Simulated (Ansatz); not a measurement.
# SiNH7O: phonon calculation

System: SiNH7O.
Method: RKS PBE0-D4/def2-TZVP (Ansatz 0.2.0).

The geometry is a transition state. The reaction was set up to form Si1–H7 and N2–H6 and to break Si1–N2 and H6–H7 (atoms counted from 1 in the order of the input); sticks are drawn by distance alone. The geometry comes from this level: PBE0-D4/def2-TZVP. Figures and captions count atoms from 1; the log counts them from 0 in places.

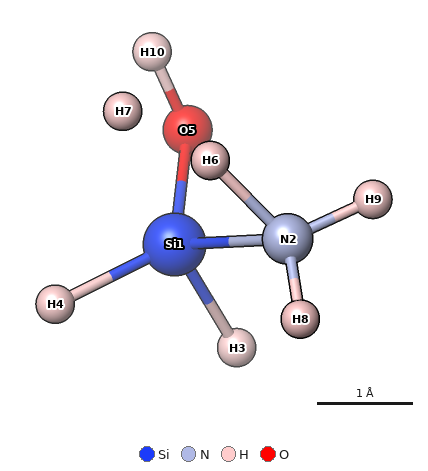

**Figure 1.** The input geometry (ball-and-stick view, seen at a tilt; atoms are numbered from 1 in the order of the input).

### Results in brief

```tsv
quantity	value
outcome	converged
total energy	−11522.7259 eV
mean-field energy	−11522.5889 eV
dispersion energy	−0.1370 eV
largest force (length of the vector)	under 0.001 eV/Å
dipole moment	3.33 D
hardware	2 CPU threads, shared host
wall time	1.7 min (CPU time 3.2 min)
peak memory	0.3 GiB
```

### Input file
```yaml
crystal:
  periodic: [false, false, false]
  atoms:
    - {symbol: Si, position_ang: [-0.695214, -0.255508, -0.032164]}
    - {symbol: N, position_ang: [1.149574, -0.475681, 0.181996]}
    - {symbol: H, position_ang: [-1.006473, -1.546706, -0.725326]}
    - {symbol: H, position_ang: [-1.332952, -0.415988, 1.295648]}
    - {symbol: O, position_ang: [-1.177016, 0.761053, -1.234346]}
    - {symbol: H, position_ang: [0.932475, 0.583215, 0.682587]}
    - {symbol: H, position_ang: [0.027617, 1.329164, 0.783852]}
    - {symbol: H, position_ang: [1.478898, -1.277061, 0.710097]}
    - {symbol: H, position_ang: [1.677458, -0.383982, -0.678980]}
    - {symbol: H, position_ang: [-1.054569, 1.681397, -0.983365]}
basis:
  gaussian: {orbitals: def2-TZVP}
hamiltonian: {xc: pbe0, dispersion: d4}
phonons: {temperatures: {t_min: 298.15, t_max: 900, t_step: 200}}
```

### What the program printed
```
Functional definition: PBE0
  name "PBE0"
  cite "Adamo & Barone, J. Chem. Phys. 110, 6158 (1999) doi:10.1063/1.478522"
  cite "Perdew, Burke & Ernzerhof, Phys. Rev. Lett. 77, 3865 (1996) doi:10.1103/PhysRevLett.77.3865"
  parent pbe
  parameter a = 0.25
  parameter kappa = 0.804
  parameter beta = 0.06672455060314922
  exchange = (1 - a)*pbe_x(kappa = kappa, mu = beta*pi^2/3) + a*exact_x
  correlation = pbe_c(beta = beta)
882 factors; their error is unknown
mean field evaluation 1: about -11514.6368 eV, gradient 6.9e1 eV
mean field evaluation 2: about -11503.8888 eV, gradient 1.0e2 eV
mean field evaluation 4: about -11522.4972 eV, gradient 5.7e0 eV
mean field evaluation 8: about -11522.5554 eV, gradient 2.8e-2 eV
mean field evaluation 16: about -11522.5889 eV, gradient 5.5e-5 eV
mean field -11522.58890891 eV, -423.4473321112 hartree, gradient 5.5e-5 eV, S^2 0.000000; 0 other end points of the search recorded, 0 dependent functions left out
the calculation of the forces begins
reference -11522.58893738 eV, -423.4473331574 hartree; 18, 18 occupied and 123, 123 virtual orbitals, 882 factors
these checks for a lower state are left out or cut short: stability, starts, cluster_reference, orbital_swaps, neighbouring_geometries, increment
882 factors; their error is unknown
mean field -11522.58883807 eV, -423.4473295077 hartree, gradient 1.1e-6 eV, S^2 0.000000; 0 other end points of the search recorded, 0 dependent functions left out
[... from here on the field's lines of each further geometry are left out, up to the last ...]
the calculation of the forces begins
reference -11522.58891705 eV, -423.4473324104 hartree; 18, 18 occupied and 123, 123 virtual orbitals, 882 factors
these checks for a lower state are left out or cut short: stability, starts, cluster_reference, orbital_swaps, neighbouring_geometries, increment
882 factors; their error is unknown
mean field -11522.58889685 eV, -423.4473316678 hartree, gradient 1.2e-6 eV, S^2 0.000000; 0 other end points of the search recorded, 0 dependent functions left out
the calculation of the forces begins
reference -11522.58892532 eV, -423.4473327140 hartree; 18, 18 occupied and 123, 123 virtual orbitals, 882 factors
WARN: phonons: modes at or below zero, which the zero-point energy, F, S and C_V leave out: 1, the lowest at -1292.83 cm⁻¹. A minimum has none, and a first-order saddle one
Total energy: -11522.72591922 eV, -423.4523671470 hartree
Atom 0 at    -0.695214    -0.255508    -0.032164 Å, force     0.000003    -0.000041    -0.000099 eV/Å
Atom 1 at     1.149574    -0.475681     0.181996 Å, force    -0.000006     0.000261     0.000103 eV/Å
Atom 2 at    -1.006473    -1.546706    -0.725326 Å, force    -0.000001     0.000015     0.000023 eV/Å
Atom 3 at    -1.332952    -0.415988     1.295648 Å, force     0.000013     0.000068     0.000022 eV/Å
Atom 4 at    -1.177016     0.761053    -1.234346 Å, force     0.000010    -0.000096    -0.000003 eV/Å
Atom 5 at     0.932475     0.583215     0.682587 Å, force    -0.000090    -0.000108    -0.000003 eV/Å
Atom 6 at     0.027617     1.329164     0.783852 Å, force     0.000110    -0.000152    -0.000066 eV/Å
Atom 7 at     1.478898    -1.277061     0.710097 Å, force    -0.000031     0.000047    -0.000109 eV/Å
Atom 8 at     1.677458    -0.383982    -0.678980 Å, force    -0.000036    -0.000035     0.000063 eV/Å
Atom 9 at    -1.054569     1.681397    -0.983365 Å, force     0.000027     0.000041     0.000068 eV/Å
Dipole moment:     0.657336    -0.206937     0.081690 e Å
Vibrations: -1292.83 169.90 265.67 471.67 556.45 589.79 620.69 714.14 793.81 856.41 892.52 930.77 994.63 1002.04 1071.39 1456.77 1521.87 1589.24 1933.18 2148.60 2230.05 3507.63 3616.13 3866.76 cm⁻¹, zero-point energy 1.971355 eV
```

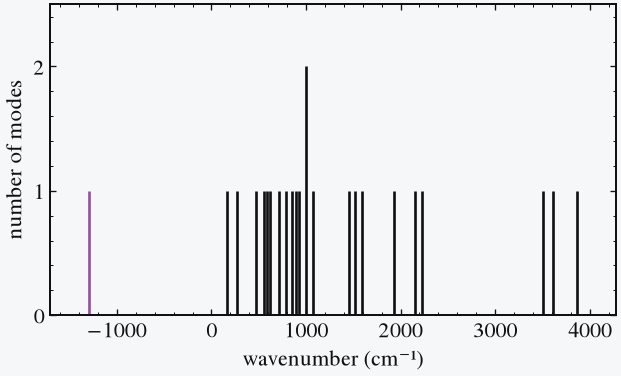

**Figure 2.** Harmonic vibrational wavenumbers from the force constants; neighbouring modes closer than 23 cm⁻¹ are counted in one stick, and imaginary ones are drawn at negative wavenumbers. 24 modes from 1293i to 3867 cm⁻¹, 1 imaginary beyond 8i (1293i cm⁻¹): a first-order saddle point, if the geometry is stationary.

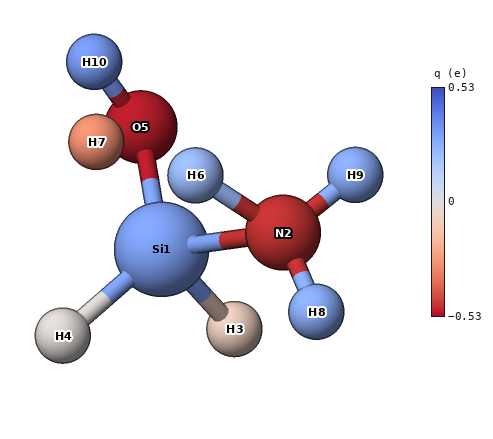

**Figure 3.** Mulliken charges, as the colour of each atom (ball-and-stick view, seen at a tilt; atoms are numbered from 1 in the order of the input). By element: Si +0.29, N −0.48, H −0.28 to +0.32 and O −0.50 e.
